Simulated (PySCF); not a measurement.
# Run report: Lu⁻, atomic calculation

System: Lu⁻, configuration 1s2 2s2 2p6 3s2 3p6 3d10 4s2 4p6 4d10 4f14 5s2 5p6 5d2 6s2, multiplicity 3.
Method: unrestricted LDA, ANO-RCC-VTZP, spin-free X2C-1e, Gaussian nucleus (PySCF).

### Results in brief

```
      quantity                                        value
       outcome  converged; a filled orbital lies above zero
  total energy                          −14553.3400 hartree
          ⟨S²⟩                                        2.004
          ⟨L²⟩                                        12.00
SCF iterations                                            8
      hardware                    1 CPU thread, shared host
      CPU time                      1.2 s (integrals apart)
```

### Remarks

The highest filled orbital (5d, 3.59 eV) lies above zero. That is common for anions, where the functional's self-interaction leaves the outer electrons unbound; only the finite basis holds them, so such levels depend on it. The driver held the occupations shell by shell, and empty p levels lie below the filled 5d.

### Input
```python
from pyscf import gto, scf, dft, mp, cc
import basis_set_exchange as bse
mol = gto.M(atom="Lu 0 0 0", charge=-1, spin=2, symmetry="D2h",
            basis=gto.basis.parse(bse.get_basis("ANO-RCC-VTZP", elements=["Lu"], fmt="nwchem")),
            nucmod="G")
mf = dft.UKS(mol, xc="LDA,VWN").sfx2c1e()
mf.irrep_nelec = {'Ag': (11, 10), 'B1g': (3, 2), 'B2g': (2, 2), 'B3g': (2, 2), 'Au': (1, 1), 'B1u': (6, 6), 'B2u': (6, 6), 'B3u': (6, 6)}
mf.kernel()
```

The script is an equivalent of what the driver set up; the driver started from orbitals of its own, so the log can be shorter than this script's would be, and it computed the properties (radii, ⟨L²⟩, response) afterwards. It held the occupations shell by shell, which the script's counts by irreducible representation don't always enforce.

### Output (extracts)
```
damping factor = 0
level_shift factor = 0
DIIS = <class 'pyscf.scf.diis.CDIIS'>
diis_start_cycle = 1
diis_space = 10
diis_damp = 0
SCF conv_tol = 1e-09
SCF conv_tol_grad = None
number electrons alpha = 37  beta = 35
XC functionals = LDA,VWN
    P. A. M. Dirac.,  Math. Proc. Cambridge Philos. Soc. 26, 376 (1930)
    F. Bloch.,  Z. Phys. 57, 545 (1929)
    S. H. Vosko, L. Wilk, and M. Nusair.,  Can. J. Phys. 58, 1200 (1980)
cycle= 1 E= -14553.2546434082  delta_E= 0.0194  |g|= 1.01  |ddm|= 0.444
cycle= 2 E= -14552.8343827538  delta_E= 0.42  |g|= 2.47  |ddm|= 0.546
cycle= 3 E= -14553.3394497172  delta_E= -0.505  |g|= 0.0308  |ddm|= 0.423
cycle= 4 E= -14553.3395569228  delta_E= -0.000107  |g|= 0.0261  |ddm|= 0.0854
cycle= 5 E= -14553.3399987447  delta_E= -0.000442  |g|= 0.0056  |ddm|= 0.0369
cycle= 6 E= -14553.3400023476  delta_E= -3.6e-06  |g|= 0.000162  |ddm|= 0.00247
cycle= 7 E= -14553.3400023618  delta_E= -1.42e-08  |g|= 1.96e-06  |ddm|= 0.000232
cycle= 8 E= -14553.3400023618  delta_E= -1.82e-12  |g|= 4.77e-07  |ddm|= 5.94e-06
converged SCF energy = -14553.3400023618  <S^2> = 2.0042835  2S+1 = 3.0028543
```

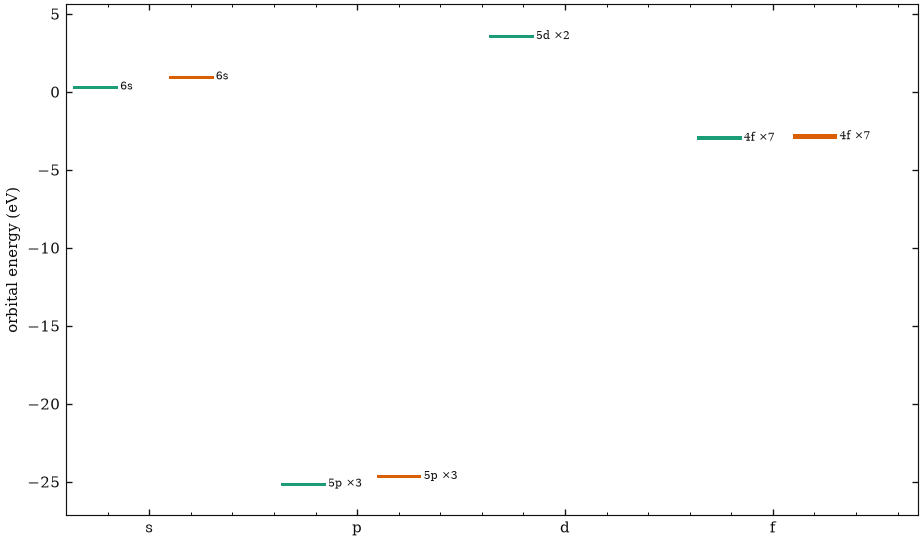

*Orbital energies of the mean field, from the top down to −25.1 eV, by angular momentum, α spin at the left of each column and β at the right; ×n counts the orbitals under one label. Empty levels that the record names by l alone aren't drawn.*

The highest filled orbital is 5d α at 3.59 eV, the lowest empty one p α at 2.83 eV. A filled level above zero isn't a property of the atom (see the remarks).
